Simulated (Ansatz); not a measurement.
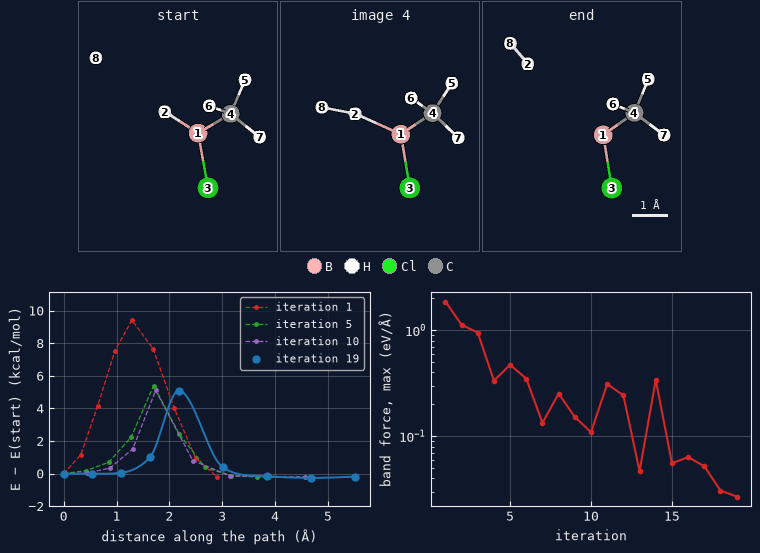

A search for the minimum-energy path of CH5BCl (multiplicity 2), made up at the start of CH4BCl and H by the nudged elastic band. Images are numbered from 0 (start) to 8 (end). The plot follows the band through its iterations. The picture is a ball-and-stick view, seen from a free direction.

These are results of UKS B3LYP-D4/def2-SVP in Ansatz 0.2.0, not measurements. Set-up: 7 movable images; climbing image; force threshold 0.03 eV/Å; iteration limit 60; starting path through a guess of the saddle point.

Q: Did the band converge, and can the barrier be trusted?

A: The result is final at these settings. The band converged in 19 iterations. The largest component of the band force went from 1.9 to 0.027 eV/Å. The climbing image converged on the top of the path. Its vibrational analysis gives one imaginary mode (1040i cm⁻¹), as a transition state must have. The first iteration put the highest image at 9.42 kcal/mol. The energy climbs by 5.10 kcal/mol to image 4 and then falls by 5.29 kcal/mol, so the end point sits at −0.19 kcal/mol.

Limits of the set-up: the start holds two separate molecules, 2.6 Å apart at their closest, whose relative position is a soft coordinate.

The run took 3.8 min on 2 threads of Arm Neoverse V1 (shared host), peak memory 0.17 GiB.
